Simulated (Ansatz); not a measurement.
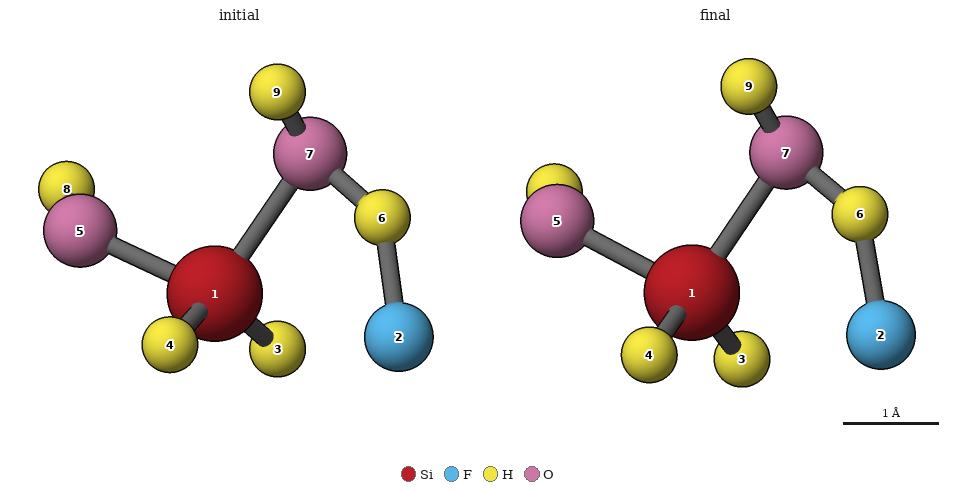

The structure of SiH5O2F before (left) and after (right) a constrained relaxation, at one scale.

Style: ball-and-stick. Shown at a tilt.

The reaction that was planned forms Si1–O7, F2–H6 and breaks Si1–F2, H6–O7 (atoms numbered from 1 in input order).

Level of theory: Ansatz 0.2.0, RKS PBE0-D4/def2-SVP.

The input:
```yaml
crystal:
  periodic: [false, false, false]
  atoms:
    - {symbol: Si, position_ang: [-0.489100, -0.178500, 0.293600]}
    - {symbol: F, position_ang: [1.051600, -1.749800, 0.399300]}
    - {symbol: H, position_ang: [-1.138200, -1.168600, -0.533800]}
    - {symbol: H, position_ang: [-0.183900, -0.109900, 1.699800]}
    - {symbol: O, position_ang: [-1.313300, 1.228400, 0.209000]}
    - {symbol: H, position_ang: [1.377400, -0.755800, -0.359800]}
    - {symbol: O, position_ang: [0.964500, 0.207200, -0.700200]}
    - {symbol: H, position_ang: [-1.748300, 1.554500, -0.573600]}
    - {symbol: H, position_ang: [1.479300, 0.972500, -0.434400]}
basis:
  gaussian: {orbitals: def2-SVP}
hamiltonian: {xc: pbe0, dispersion: d4}
relax: {f_tol: 0.04, max_steps: 150, escape_saddle: false, constraints: [{distance: [0, 6]}, {distance: [1, 5]}, {distance: [0, 1]}, {distance: [5, 6]}]}
```

Run as
```bash
ansatz run in.yaml --threads 3 --pin off --events-out ev --progress --plain --max-ram 6092MiB
```

Describe what moved and what it gained.

Over 7 geometry steps the energy falls by 11.3 kJ/mol. The largest force component goes from 0.99 to 0.033 eV/Å. H3 moves most after the best rigid fit: 0.17 Å. By element the largest moves are H 0.17 Å, O 0.10 Å, F 0.10 Å, Si 0.03 Å. Near-neighbour distances that change, for instance: Si1–O5 1.633 → 1.675 Å, Si1–H3 1.444 → 1.478 Å, Si1–H4 1.441 → 1.473 Å, O5–H8 0.953 → 0.962 Å. Bond angles that change, for instance: Si1–O5–H8 124.6° → 116.1°, H3–Si1–H4 133.4° → 125.2°, H3–Si1–O7 101.1° → 108.9°.
